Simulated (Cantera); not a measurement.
A closed system holds: 1 mol Al, 0.37 mol O2, 330 mol N2, at 1000 Pa.

Cantera equilibrium calculation (NASA polynomials, part measured and part estimated; ideal gas, pure solids and liquids). Candidate condensed phases: Al, AlN, Al2O3; 16 gas species. Mutual solubility and eutectic melting of coexisting phases are not modelled. Condensed phases not in the tables: aluminium oxynitride. The numbers say what is thermodynamically allowed, not how fast it happens.

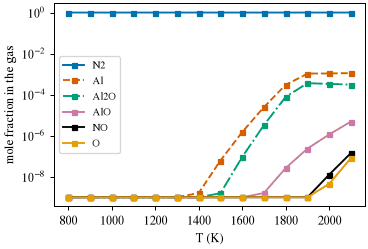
*Equilibrium gas composition (values under 1e-9 drawn at 1e-9)*

From 800 K to 1800 K the condensed part is AlN(s) + Al2O3(s). From 1900 K to 2100 K the condensed part is Al2O3(s).
